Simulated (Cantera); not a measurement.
A closed system holds: 1 mol Si₂Cl₆, 0.091 mol HCl, 9.3 mol H₂, at 0.00100 bar.

Cantera equilibrium calculation (NASA polynomials, part measured and part estimated; ideal gas, pure solids and liquids). Candidate condensed phases: Si; 19 gas species. The feed counts by its element totals alone. The tables' values for SiCl₃, SiCl are old estimates; treat these amounts as uncertain. The numbers say what is thermodynamically allowed, not how fast it happens.

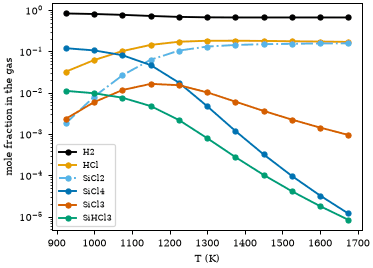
Figure. Equilibrium gas composition (values under 1e-9 drawn at 1e-9)

### Question
Read off the mole fractions at 1375 K.

### Answer
H₂ about 0.67, HCl about 0.18, SiCl₂ about 0.14, SiCl₃ about 0.0061, SiCl₄ about 0.0012, SiHCl₃ about 0.00028.
